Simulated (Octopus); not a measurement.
**BH3S (SMILES BS) at revPBE (scalar, in the pseudopotentials, sg15 potentials, pseudopotentials sg15, grid spacing 0.17 angstrom)**

What is the vertical ionisation energy of BH3S at revPBE (scalar, in the pseudopotentials, sg15 potentials, pseudopotentials sg15, grid spacing 0.17 angstrom)? 

The results are computed with Octopus 16.4.

6 further runs of the same task are left out: 3 that didn't finish, 3 set aside as unsound or not needed. Runs told in other sessions of the task aren't counted.

## Step 1: The structure to begin with

BH3S has 5 atoms, charge 0, and is taken as a singlet. SMILES: `BS`. The coordinates come from a PBE0-D4/def2-TZVP relaxation.

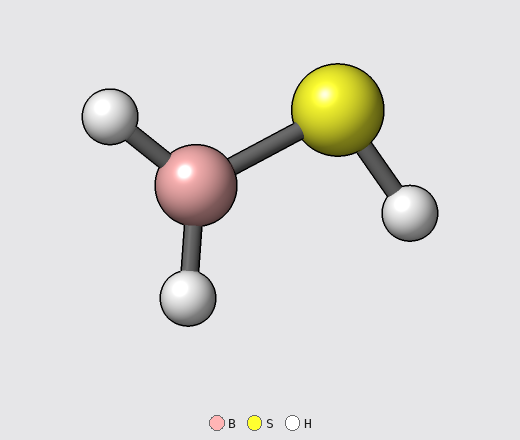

The structure, seen from a chosen angle (boron pink, sulfur yellow, hydrogen white).

## Step 2: Energy and forces at revPBE (scalar, in the pseudopotentials, sg15 potentials, pseudopotentials sg15, grid spacing 0.17 angstrom)

geometry.xyz reads:

```xyz
5

B     -0.402080    -0.406260     0.096380
S      0.151720     1.251640    -0.146020
H     -1.572880    -0.541660     0.272480
H      0.357120    -1.322860     0.082480
H      1.466120     1.019140    -0.305320
```

On the command line:

```console
$ OMP_NUM_THREADS=1 octopus > gs.log
```

What it wrote:

```text
Version                : 16.4
************************** Calculation Mode **************************
Input: [CalculationMode = gs]
Input: [SpinComponents = unpolarized]
******************************* Space ********************************
Octopus will run in 3 dimension(s).
Octopus will treat the system as periodic in 0 dimension(s).
Input: [AllElectronType = no]
Input: [PseudopotentialSet = sg15]
Reading Coordinates from geometry.xyz
****************************** Species *******************************
  Species 'B'
    type             : pseudopotential
    file format      : UPF2
    valence charge   : 3.0
    atomic number    :   5
    form on file     : kleinman-bylander
    lmax             : 1
    llocal           : -1
    projectors per l : 2
    total projectors : 4
    application form : kleinman-bylander
    orbitals         :  0
    bound orbitals   :  0
  Species 'S'
    type             : pseudopotential
    file format      : UPF2
    valence charge   : 6.0
    atomic number    :  16
    form on file     : kleinman-bylander
    lmax             : 1
    llocal           : -1
    projectors per l : 2
    total projectors : 4
    application form : kleinman-bylander
    orbitals         :  0
    bound orbitals   :  0
  Species 'H'
    type             : pseudopotential
    file format      : UPF2
    valence charge   : 1.0
    atomic number    :   1
    form on file     : kleinman-bylander
    lmax             : 0
    llocal           : -1
    projectors per l : 2
    total projectors : 2
    application form : kleinman-bylander
    orbitals         :  0
    bound orbitals   :  0
***************************** Symmetries *****************************
Symmetry elements : (sigma)
Symmetry group    : Cs
Input: [CurvMethod = curv_affine]
Input: [DerivativesStencil = stencil_star]
Input: [SmearingFunction = semiconducting]
Input: [SymmetrizeDensity = no]
******************************* States *******************************
Total electronic charge  =       12.000
Number of states         =        6
States block-size        =        4
************************** Parallelization ***************************
Info: Octopus will run in *serial*
******************************** Grid ********************************
Simulation Box:
  Type = minimum
  Radius  [A] =   5.000
Main mesh:
  Spacing [A] = ( 0.170, 0.170, 0.170)    volume/point [A^3] =      0.00491
  # inner mesh =     182242
  # total mesh =     242274
  Grid Cutoff [eV] =  1301.142306    Grid Cutoff [Ry] =    95.632204
Input: [StatesPack = yes]
** Warning:
**   The XCFunctional that you selected does not match the one used
**   to generate the pseudopotentials.
Input: [StatesOrthogonalization = cholesky_serial]
**************************** Theory Level ****************************
Input: [TheoryLevel = kohn_sham]
Exchange-correlation:
  Exchange
    Revised PBE from Zhang & Yang (GGA)
  Correlation
    Perdew, Burke & Ernzerhof (GGA)
****************************** Hartree *******************************
Input: [DressedOrbitals = no]
The chosen Poisson solver is 'interpolating scaling functions'
Input: [FilterPotentials = filter_TS]
Info: Pseudopotential for B
  Radii for localized parts:
    local part     =  1.1 A
    non-local part =  1.3 A
    orbitals       =  0.0 A
Info: Pseudopotential for S
  Radii for localized parts:
    local part     =  1.3 A
    non-local part =  1.4 A
    orbitals       =  0.0 A
Info: Pseudopotential for H
  Radii for localized parts:
    local part     =  1.0 A
    non-local part =  0.9 A
    orbitals       =  0.0 A
Input: [RelativisticCorrection = non_relativistic]
Input: [DFTULevel = dft_u_none]
Input: [MagneticConstrain = 0]
****************** Approximate memory requirements *******************
Mesh
  global  :       1.8 MiB
  local   :       7.4 MiB
  total   :       9.2 MiB
States
  real    :      11.1 MiB (par_kpoints + par_states + par_domains)
  complex :      22.2 MiB (par_kpoints + par_states + par_domains)
Info: Generating external potential
      done.
Input: [InteractionTiming = timing_exact]
Info: Octopus initialization completed.
Info: Starting calculation mode.
Info: Allocating ground state wave-functions
      Block       1 contains       4 states:       1 -       4
      Block       2 contains       2 states:       5 -       6
Info: Ground-state allocation done.
**************************** Eigensolver *****************************
Input: [Eigensolver = cg]
Input: [Preconditioner = pre_filter]
Input: [PreconditionerFilterFactor = 0.5000]
Input: [SubspaceDiagonalization = standard]
Input: [MixField = potential] (what to mix during SCF cycles)
Input: [MixingScheme = broyden]
Info: Mixing uses    4 steps and restarts after   20 steps.
Input: [LCAOStart = lcao_states]
Input: [LCAOScaleFactor = 1.000]
Input: [LCAOMaximumOrbitalRadius = 10.58 A]
** Warning:
**   The are no atomic orbitals available, cannot do LCAO.
Info: Unnormalized total charge =     12.031283
Info: Renormalized total charge =     12.000000
Info: Setting up Hamiltonian.
Orthogonalizing wavefunctions.
Info: Ground-state restart information will be written to 'restart/gs'.
Info: SCF using real wavefunctions.
Info: Starting SCF iteration.
*********************** SCF CYCLE ITER #    1 ************************
 etot  =  9.71542810E+02 abs_ev   =  1.06E+04 rel_ev   =  1.34E+01
 ediff =        3.57E+01 abs_dens =  2.08E+01 rel_dens =  1.74E+00
Converged eigenvectors: 0
#  State  Eigenvalue [eV]  Occupation    Error
      1        5.721985    2.000000   ( 2.1E+00)
      2       70.185505    2.000000   ( 3.8E+00)
      3       78.087539    2.000000   ( 4.1E+00)
      4       79.084211    2.000000   ( 4.1E+00)
      5       80.415545    2.000000   ( 4.1E+00)
      6       81.554660    2.000000   ( 4.1E+00)
                                                                     ^
*********************** SCF CYCLE ITER #    2 ************************
 etot  = -6.43618989E+02 abs_ev   =  1.13E+03 rel_ev   =  3.36E+00
 ediff =        5.94E+01 abs_dens =  2.09E+01 rel_dens =  1.74E+00
Converged eigenvectors: 0
#  State  Eigenvalue [eV]  Occupation    Error
      1      -43.360358    2.000000   ( 2.9E-01)
      2      -30.939278    2.000000   ( 8.2E-01)
      3      -27.080234    2.000000   ( 8.1E-01)
      4      -25.095811    2.000000   ( 7.8E-01)
      5      -22.846094    2.000000   ( 7.9E-01)
      6      -18.285989    2.000000   ( 8.1E-01)
                                                                     ^
[eigenvalue tables of the cycles between left out]
*********************** SCF CYCLE ITER #    3 ************************
 etot  = -6.65972303E+02 abs_ev   =  1.37E+01 rel_ev   =  4.27E-02
 ediff =        8.21E-01 abs_dens =  3.29E+00 rel_dens =  2.74E-01
*********************** SCF CYCLE ITER #    4 ************************
 etot  = -6.12651779E+02 abs_ev   =  3.77E+01 rel_ev   =  1.33E-01
 ediff =        1.96E+00 abs_dens =  9.17E-01 rel_dens =  7.64E-02
*********************** SCF CYCLE ITER #    5 ************************
 etot  = -5.46651159E+02 abs_ev   =  4.87E+01 rel_ev   =  2.07E-01
 ediff =        2.43E+00 abs_dens =  7.06E-01 rel_dens =  5.89E-02
*********************** SCF CYCLE ITER #    6 ************************
 etot  = -4.48639559E+02 abs_ev   =  7.13E+01 rel_ev   =  4.35E-01
 ediff =        3.60E+00 abs_dens =  1.08E+00 rel_dens =  9.03E-02
*********************** SCF CYCLE ITER #    7 ************************
 etot  = -3.92921779E+02 abs_ev   =  3.79E+01 rel_ev   =  3.01E-01
 ediff =        2.05E+00 abs_dens =  6.95E-01 rel_dens =  5.79E-02
*********************** SCF CYCLE ITER #    8 ************************
 etot  = -4.08464846E+02 abs_ev   =  9.35E+00 rel_ev   =  6.91E-02
 ediff =        5.71E-01 abs_dens =  2.94E-01 rel_dens =  2.45E-02
*********************** SCF CYCLE ITER #    9 ************************
 etot  = -4.00830909E+02 abs_ev   =  5.76E+00 rel_ev   =  4.45E-02
 ediff =        2.81E-01 abs_dens =  9.40E-02 rel_dens =  7.83E-03
*********************** SCF CYCLE ITER #   10 ************************
 etot  = -4.03813329E+02 abs_ev   =  1.76E+00 rel_ev   =  1.34E-02
 ediff =        1.10E-01 abs_dens =  5.27E-02 rel_dens =  4.39E-03
*********************** SCF CYCLE ITER #   11 ************************
 etot  = -4.04667280E+02 abs_ev   =  3.53E-01 rel_ev   =  2.68E-03
 ediff =        3.14E-02 abs_dens =  2.22E-02 rel_dens =  1.85E-03
*********************** SCF CYCLE ITER #   12 ************************
 etot  = -4.04134922E+02 abs_ev   =  2.92E-01 rel_ev   =  2.22E-03
 ediff =        1.96E-02 abs_dens =  1.07E-02 rel_dens =  8.94E-04
*********************** SCF CYCLE ITER #   13 ************************
 etot  = -4.04191373E+02 abs_ev   =  7.36E-02 rel_ev   =  5.60E-04
 ediff =        2.07E-03 abs_dens =  2.14E-03 rel_dens =  1.78E-04
*********************** SCF CYCLE ITER #   14 ************************
 etot  = -4.04174267E+02 abs_ev   =  6.99E-03 rel_ev   =  5.32E-05
 ediff =        6.29E-04 abs_dens =  9.16E-04 rel_dens =  7.63E-05
*********************** SCF CYCLE ITER #   15 ************************
 etot  = -4.04170827E+02 abs_ev   =  7.24E-03 rel_ev   =  5.51E-05
 ediff =        1.26E-04 abs_dens =  6.12E-04 rel_dens =  5.10E-05
*********************** SCF CYCLE ITER #   16 ************************
 etot  = -4.04175077E+02 abs_ev   =  1.97E-03 rel_ev   =  1.50E-05
 ediff =        1.56E-04 abs_dens =  1.90E-04 rel_dens =  1.59E-05
*********************** SCF CYCLE ITER #   17 ************************
 etot  = -4.04174095E+02 abs_ev   =  1.51E-03 rel_ev   =  1.15E-05
 ediff =        3.61E-05 abs_dens =  1.19E-04 rel_dens =  9.94E-06
*********************** SCF CYCLE ITER #   18 ************************
 etot  = -4.04172820E+02 abs_ev   =  1.14E-03 rel_ev   =  8.66E-06
 ediff =        4.68E-05 abs_dens =  2.31E-05 rel_dens =  1.92E-06
*********************** SCF CYCLE ITER #   19 ************************
 etot  = -4.04172846E+02 abs_ev   =  7.17E-05 rel_ev   =  5.45E-07
 ediff =        9.50E-07 abs_dens =  1.62E-05 rel_dens =  1.35E-06
*********************** SCF CYCLE ITER #   20 ************************
 etot  = -4.04172835E+02 abs_ev   =  1.01E-05 rel_ev   =  7.69E-08
 ediff =        4.09E-07 abs_dens =  5.34E-06 rel_dens =  4.45E-07
Converged eigenvectors: 0
#  State  Eigenvalue [eV]  Occupation    Error
      1      -18.884352    2.000000   ( 2.7E-07)
      2      -12.452798    2.000000   ( 1.1E-06)
      3      -10.499378    2.000000   ( 1.1E-06)
      4       -8.684182    2.000000   ( 1.2E-06)
      5       -7.874766    2.000000   ( 8.9E-07)
      6       -7.295893    2.000000   ( 4.2E-07)
                                                                     ^
Info: restarting mixing.
*********************** SCF CYCLE ITER #   21 ************************
 etot  = -4.04172815E+02 abs_ev   =  6.63E-06 rel_ev   =  5.05E-08
 ediff =        7.25E-07 abs_dens =  2.89E-06 rel_dens =  2.41E-07
Converged eigenvectors: 0
#  State  Eigenvalue [eV]  Occupation    Error
      1      -18.884353    2.000000   ( 2.4E-07)
      2      -12.452798    2.000000   ( 6.0E-07)
      3      -10.499379    2.000000   ( 6.7E-07)
      4       -8.684182    2.000000   ( 8.3E-07)
      5       -7.874766    2.000000   ( 7.1E-07)
      6       -7.295894    2.000000   ( 3.4E-07)
                                                                     ^
Info: SCF converged in   21 iterations
** Warning:
**   Some of the states are not fully converged!
Info: Number of matrix-vector products:       1867
Octopus emitted 3 warnings.
```

It took 36 s on 1 thread of Arm Neoverse N1, shared host; peak memory 0.15 GiB.

(Part 1 of 2 ends here.)
